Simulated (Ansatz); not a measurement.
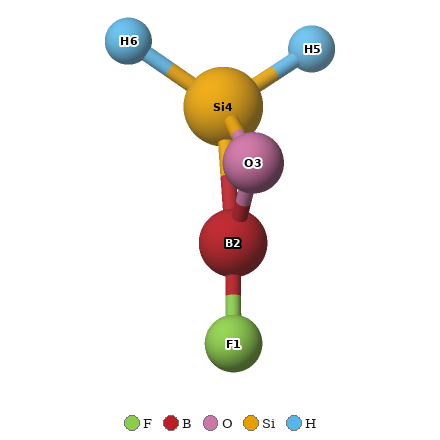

The system is BFH₂OSi (SMILES FB1O[SiH2]1) with the probe HF; the picture shows it without the atoms that are moved over the map. The probe is moved over a plane parallel to the molecule's main plane, 3.91 Å above it. First axis: x of the probe's F atom. Second axis: y of the probe's F atom. Nothing is relaxed (molecule and probe rigid, the probe upright with F nearest the plane). The scan uses a 17 × 13 grid. Points are written as (first, second). All energies are given in kJ/mol relative to molecule and probe far apart, each relaxed in its own basis (no counterpoise correction). Computed with Ansatz, RHF/def2-SVPD.

Range: x of the probe's F atom from −3.68 to 3.68 Å; y of the probe's F atom from −2.76 to 2.76 Å.

### Predict the map.

The lowest grid point is at (0.46 Å, −0.92 Å), −3.01 kJ/mol from molecule and probe far apart, each relaxed in its own basis (no counterpoise correction). The highest grid point, (−2.76 Å, 2.76 Å), lies 4.09 kJ/mol above the lowest. Near the minimum the curvatures are about 0.007 and 0.014 eV/Å² along the soft and the stiff direction.

| y of the probe's F atom ↓, x of the probe's F atom → | −3.22 | −2.30 | −1.38 | −0.46 | 0.46 | 1.38 | 2.30 | 3.22 |
| --- | --- | --- | --- | --- | --- | --- | --- | --- |
| 2.76 | 1.08 | 1.07 | 1.02 | 0.96 | 0.82 | 0.51 | 0.10 | −0.24 |
| 2.30 | 1.07 | 0.97 | 0.79 | 0.64 | 0.45 | 0.14 | −0.24 | −0.52 |
| 1.84 | 1.05 | 0.82 | 0.46 | 0.16 | −0.09 | −0.37 | −0.66 | −0.86 |
| 1.38 | 1.00 | 0.62 | 0.05 | −0.45 | −0.76 | −0.97 | −1.13 | −1.23 |
| 0.92 | 0.94 | 0.41 | −0.42 | −1.12 | −1.49 | −1.57 | −1.56 | −1.58 |
| 0.46 | 0.87 | 0.20 | −0.86 | −1.76 | −2.17 | −2.04 | −1.88 | −1.90 |
| 0.00 | 0.79 | 0.03 | −1.20 | −2.25 | −2.68 | −2.37 | −2.15 | −2.18 |
| −0.46 | 0.73 | −0.07 | −1.38 | −2.50 | −2.95 | −2.58 | −2.38 | −2.42 |
| −0.92 | 0.67 | −0.11 | −1.39 | −2.50 | −3.01 | −2.71 | −2.52 | −2.56 |
| −1.38 | 0.61 | −0.10 | −1.26 | −2.33 | −2.90 | −2.78 | −2.59 | −2.58 |
| −1.84 | 0.56 | −0.07 | −1.08 | −2.06 | −2.67 | −2.78 | −2.63 | −2.52 |
| −2.30 | 0.49 | −0.03 | −0.87 | −1.74 | −2.37 | −2.64 | −2.60 | −2.40 |
| −2.76 | 0.42 | −0.01 | −0.69 | −1.43 | −2.05 | −2.40 | −2.44 | −2.23 |

The table holds every second grid line.

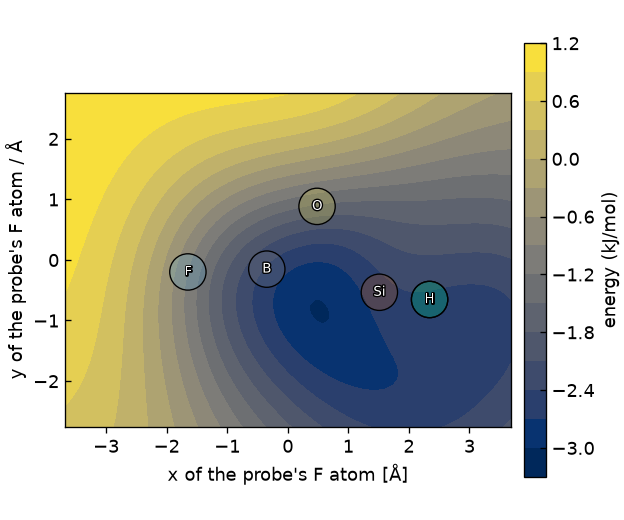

In the figure: filled contours, labelled circles for the molecule's atoms, projected on the plane. Between grid points the surface is interpolated.

Each point was launched as `ansatz run input.yaml --threads 1 --pin off --max-ram 2560MiB --backend cpu --events-out ev --progress --plain --runs-dir out`. The whole map (221 points run) took 9.7 min on 1 thread of Arm Neoverse V2, on a shared host.
